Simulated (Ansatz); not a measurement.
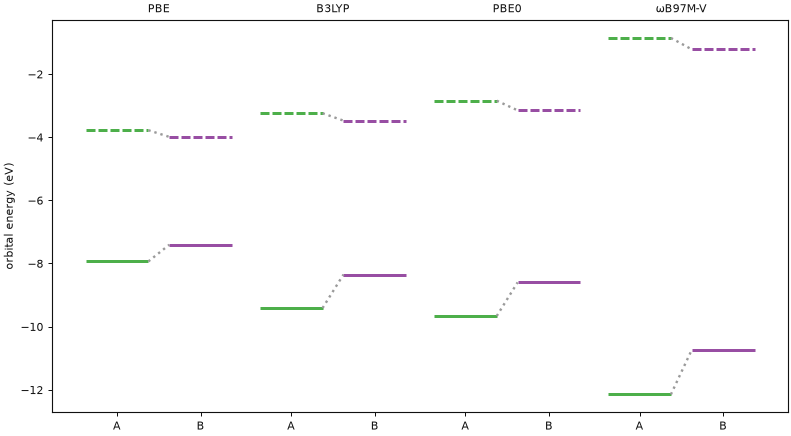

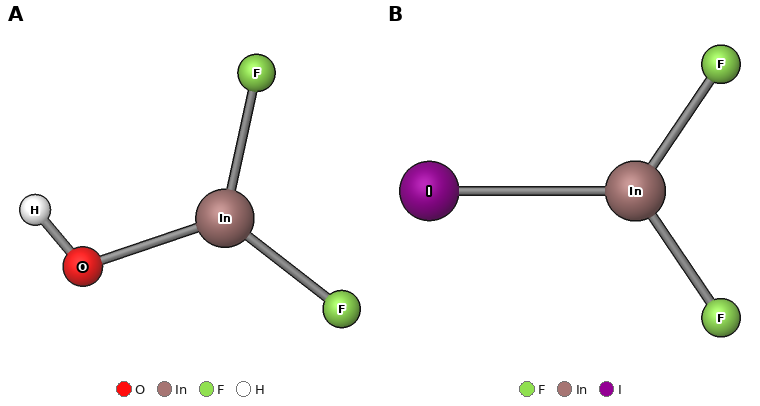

One change: A, InHOF₂ (SMILES [OH][In]([F])[F]), becomes B, InIF₂ (SMILES [F][In]([F])[I]). OH on In is replaced by I. HOMO (solid) and LUMO (dashed) computed in def2-TZVPP at PBE0-D4/def2-TZVP geometries, both minima by their frequencies, gas phase, the Ansatz code 0.2.0.

Q: What does the change do to HOMO and LUMO?

A: PBE: the HOMO rises by 0.53 eV, the LUMO falls by 0.21 eV, and the separation goes from 4.16 to 3.42 eV. B3LYP: the HOMO rises by 1.06 eV, the LUMO falls by 0.23 eV, and the separation goes from 6.17 to 4.88 eV. PBE0: the HOMO rises by 1.07 eV, the LUMO falls by 0.31 eV, and the separation goes from 6.82 to 5.45 eV. ωB97M-V: the HOMO rises by 1.42 eV, the LUMO falls by 0.36 eV, and the separation goes from 11.29 to 9.51 eV.

Q: Do the functionals agree on the effect?

A: They agree on the direction for both levels; the HOMO shift lies between 0.53 and 1.42 eV and the LUMO shift between −0.36 and −0.21 eV, while the separations themselves differ by up to 7.1 eV between functionals.

Note: core potentials past krypton; spin-orbit coupling is left out, and with In and I it can shift these values.
